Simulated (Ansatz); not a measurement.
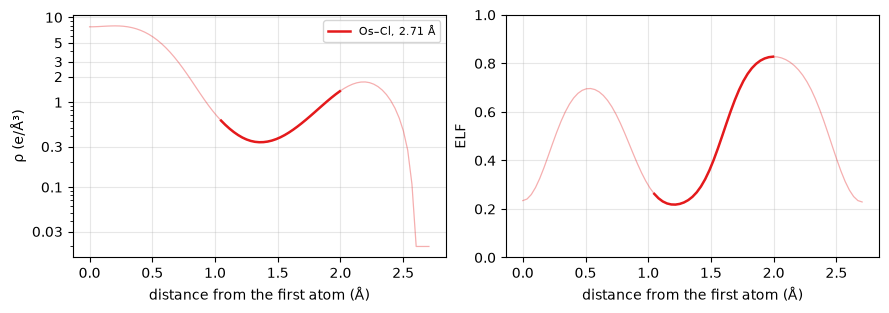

The picture shows: OsCl. Valence charge density (pseudo) and ELF along straight lines between neighbouring atoms. Thin, pale parts lie inside the atomic spheres.

Space group P-6m2; started from the tungsten carbide_187 prototype, which need not be the ambient phase; computed without spin polarisation.

The calculation used DFT PBE, scalar-relativistic, plane waves, PAW in Ansatz.

In a PAW calculation such maps are meaningful between the atoms, not at the nuclei.

What can be read from the curves?

Os–Cl (2.71 Å): ρ is about 0.34 e/Å³ halfway; the ELF peaks at about 0.85 in the valence shell of Cl, 0.7 Å from its nucleus, and drops to about 0.20 between the two atoms.
